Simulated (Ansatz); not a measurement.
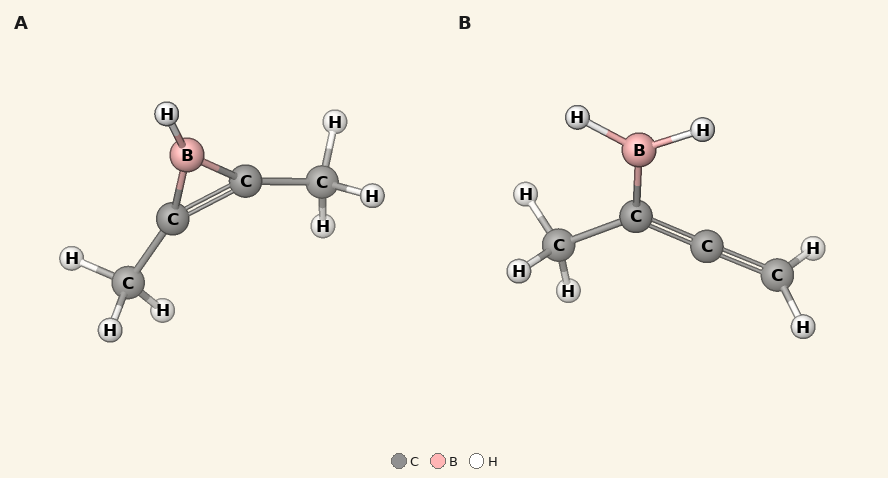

Depth is shown by fading: the farther an atom, the more it takes the colour of the background. The geometry was computed by an optimisation with PBE-D4/def2-SVP. No frequency run is at hand to confirm it as a minimum.

Can A be turned into B by a rotation alone?

No. They are constitutional isomers of C4H7B: A is CC1=C(C)B1, B is BC(C)=C=C
